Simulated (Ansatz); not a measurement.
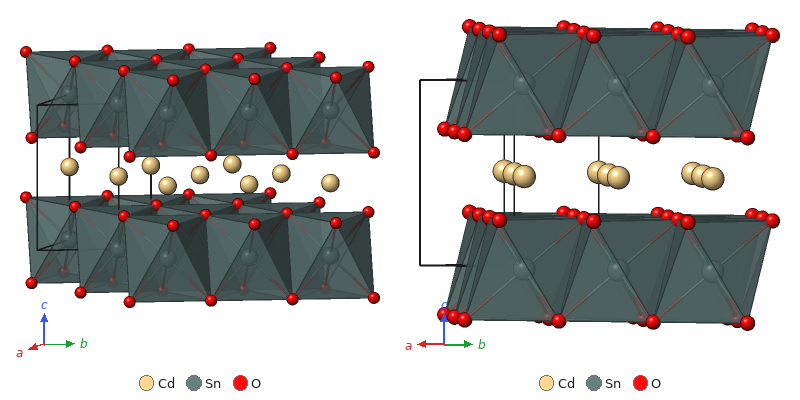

Polyhedra are drawn about Sn (bonds: O–Sn below 2.9 Å); other atoms are plain spheres. Two views of the same piece.

The compound is CdSnO2 (space group P-3m1, No. 164), taken as the end point of a relaxation with DFT PBE, scalar-relativistic, plane waves, PAW (Ansatz); the starting structure was generated, so it need not be a known form of this composition.

Sharing among the drawn polyhedra:

```tsv
site	polyhedron	corner-sharing neighbours	edge-sharing	face-sharing	bond (Å)
Sn	SnO6 octahedron	0	6	0	2.57
```

They form layers of edge-sharing octahedra parallel to (001). Their corner atoms also have Cd as close neighbours (those links are not drawn).
